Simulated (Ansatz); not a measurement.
# CH$_{10}$Si$_{2}$: phonon calculation

- system: CH$_{10}$Si$_{2}$
- method: RKS PBE/def2-SVP (Ansatz 0.2.0)

It belongs to a series of runs on one base structure; here: vibrations at the highest image of the band.

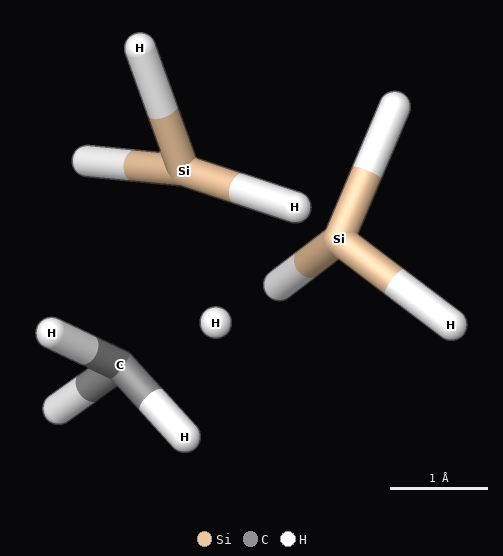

**Figure 1.** The input geometry (stick view, seen at a tilt). Bond lengths as drawn: C–H 1.11 to 1.12 Å and H–Si 1.51 to 1.54 Å.

## Input file
```yaml
crystal:
  periodic: [false, false, false]
  atoms:
    - { symbol: Si, position_ang: [-0.72547, 0.558506, 0.696298] }
    - { symbol: C, position_ang: [0.639826, -1.019336, 1.133344] }
    - { symbol: H, position_ang: [-1.687464, -0.533799, 0.23596] }
    - { symbol: H, position_ang: [-1.698007, 1.288966, 1.640461] }
    - { symbol: H, position_ang: [0.460248, 1.502279, 0.870372] }
    - { symbol: H, position_ang: [0.454211, -0.422806, -0.147878] }
    - { symbol: Si, position_ang: [-0.005773, 0.533301, -1.735085] }
    - { symbol: H, position_ang: [0.420017, -2.040752, 0.764587] }
    - { symbol: H, position_ang: [1.725999, -0.801497, 1.15193] }
    - { symbol: H, position_ang: [0.305969, -1.000419, 2.197427] }
    - { symbol: H, position_ang: [-0.3757, -0.6859, -2.544823] }
    - { symbol: H, position_ang: [1.40157, 0.974767, -2.058507] }
    - { symbol: H, position_ang: [-0.915425, 1.646691, -2.204186] }
basis:
  gaussian: { orbitals: def2-SVP }
hamiltonian:
  xc: pbe
phonons: {}
```

Launched with:
```bash
ansatz run input.yaml --threads 2 --pin off --max-ram 3072MiB --backend cpu --events-out ev --progress --plain --runs-dir out
```

## Output
```
Engine: ansatz 0.2.0, aarch64-unknown-linux-gnu
Functional definition: PBE
  parameter kappa = 0.804
  parameter beta = 0.06672455060314922
  exchange = pbe_x(kappa = kappa, mu = beta*pi^2/3)
  correlation = pbe_c(beta = beta)
1130 factors; their error is unknown
mean field evaluation 1: about -16929.2367 eV, gradient 4.8e1 eV
mean field evaluation 2: about -16918.2760 eV, gradient 7.3e1 eV
mean field evaluation 4: about -16935.2385 eV, gradient 4.3e0 eV
mean field evaluation 8: about -16935.3259 eV, gradient 7.5e-2 eV
mean field evaluation 16: about -16935.2511 eV, gradient 5.7e-5 eV
mean field -16935.25105036 eV, -622.3589969751 hartree, gradient 5.7e-5 eV, S^2 0.000000; 0 other end points of the search recorded, 0 dependent functions left out
the calculation of the forces begins
reference -16935.25109068 eV, -622.3589984568 hartree; 22, 22 occupied and 78, 78 virtual orbitals, 1130 factors
these checks for a lower state are left out or cut short: stability, starts, cluster_reference, orbital_swaps, neighbouring_geometries, increment
1130 factors; their error is unknown
mean field -16935.25089852 eV, -622.3589913954 hartree, gradient 7.9e-7 eV, S^2 0.000000; 0 other end points of the search recorded, 0 dependent functions left out
[... from here on the field's lines of each further geometry are left out, up to the last ...]
the calculation of the forces begins
reference -16935.25108319 eV, -622.3589981818 hartree; 22, 22 occupied and 78, 78 virtual orbitals, 1130 factors
these checks for a lower state are left out or cut short: stability, starts, cluster_reference, orbital_swaps, neighbouring_geometries, increment
1130 factors; their error is unknown
mean field evaluation 480: about -16935.3233 eV, gradient 1.7e-1 eV
mean field -16935.25104024 eV, -622.3589966034 hartree, gradient 9.6e-7 eV, S^2 0.000000; 0 other end points of the search recorded, 0 dependent functions left out
the calculation of the forces begins
reference -16935.25108056 eV, -622.3589980852 hartree; 22, 22 occupied and 78, 78 virtual orbitals, 1130 factors
WARN: phonons: modes at or below zero, which the zero-point energy, F, S and C_V leave out: 1, the lowest at -1143.76 cm⁻¹. A minimum has none, and a first-order saddle one
Total energy: -16935.25109068 eV, -622.3589984568 hartree
Atom 0 at    -0.725470     0.558506     0.696298 Å, force    -0.026296     0.010645    -0.010086 eV/Å
Atom 1 at     0.639826    -1.019336     1.133344 Å, force     0.021690    -0.027588     0.025562 eV/Å
Atom 2 at    -1.687464    -0.533799     0.235960 Å, force     0.004793     0.003863     0.004227 eV/Å
Atom 3 at    -1.698007     1.288966     1.640461 Å, force     0.000304     0.002717    -0.002795 eV/Å
Atom 4 at     0.460248     1.502279     0.870372 Å, force     0.004616     0.001343    -0.001508 eV/Å
Atom 5 at     0.454211    -0.422806    -0.147878 Å, force    -0.009384     0.001202    -0.003996 eV/Å
Atom 6 at    -0.005773     0.533301    -1.735085 Å, force     0.004132     0.006292    -0.000666 eV/Å
Atom 7 at     0.420017    -2.040752     0.764587 Å, force     0.000669     0.001471    -0.003816 eV/Å
Atom 8 at     1.725999    -0.801497     1.151930 Å, force     0.000250    -0.001364    -0.003064 eV/Å
Atom 9 at     0.305969    -1.000419     2.197427 Å, force     0.001277     0.004083    -0.010285 eV/Å
Atom 10 at    -0.375700    -0.685900    -2.544823 Å, force     0.000509     0.000508     0.001641 eV/Å
Atom 11 at     1.401570     0.974767    -2.058507 Å, force    -0.003180     0.000874     0.004264 eV/Å
Atom 12 at    -0.915425     1.646691    -2.204186 Å, force     0.000620    -0.004047     0.000522 eV/Å
Dipole moment:     0.222411    -0.287810     0.178171 e Å
Vibrations: -1143.76 152.57 198.04 220.52 282.95 319.66 372.35 477.81 511.07 551.37 645.34 789.96 851.23 853.85 881.98 905.57 926.94 1022.39 1083.83 1186.33 1224.22 1358.21 1433.28 1543.91 1940.77 2019.16 2039.56 2121.12 2130.86 2148.41 2936.50 3025.58 3102.54 cm⁻¹, zero-point energy 2.433678 eV
```

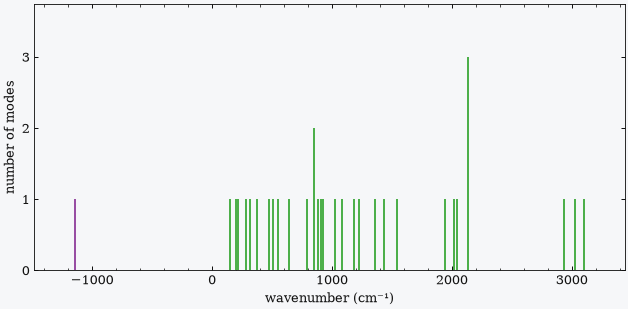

**Figure 2.** Harmonic vibrational wavenumbers from the force constants; neighbouring modes closer than 19 cm⁻¹ are counted in one stick, and imaginary ones are drawn at negative wavenumbers. 33 modes from 1144i to 3103 cm⁻¹, 1 imaginary beyond 8i (1144i cm⁻¹): a first-order saddle point, if the geometry is stationary.

## Key numbers

```tsv
quantity	value
outcome	converged
total energy	−16935.2511 eV
mean-field energy	−16935.2511 eV
largest force (length of the vector)	0.043 eV/Å
hardware	2 threads of Arm Neoverse V2, 24 GiB of memory available, shared host
wall time	71 s (CPU time 2.3 min)
peak memory	0.13 GiB
```
